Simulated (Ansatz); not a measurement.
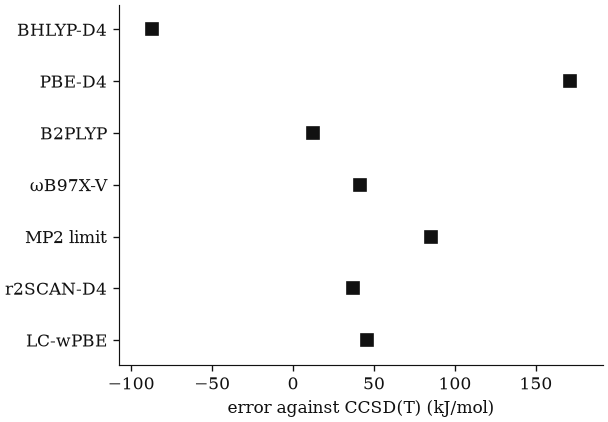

Error in the electronic atomisation energy (method less reference, so positive means overbinding) of CH₃BN₂, SMILES N(=C1\BN1)/[H]: functionals in def2-TZVPP against frozen-core CCSD(T) at the limit (MP2 extrapolated from triple and quadruple zeta, plus CCSD(T) less MP2 in a smaller set), which gives 2726.7 kJ/mol, at a PBE0-D4/def2-TZVP geometry (a minimum by its frequencies), no zero-point or spin-orbit term, the Ansatz code 0.2.0. The reference leaves out core correlation, a term that grows with the number of heavy atoms. B2PLYP holds a correlation term that converges slowly with the basis, so part of the distance to the limit is basis error. No dispersion term is added to B2PLYP and LC-wPBE. Limit means the basis limit.

Question: What range do the values span?

Answer: From −87.1 kJ/mol (BHLYP-D4) to 171.0 kJ/mol (PBE-D4).

Question: Which of these levels overbind, and which underbind?

Answer: Overbind: PBE-D4, ωB97X-V, MP2 limit, r2SCAN-D4 and LC-wPBE. Underbind: BHLYP-D4. Within 20 kJ/mol of zero, too close to call in view of what the reference leaves out: B2PLYP.
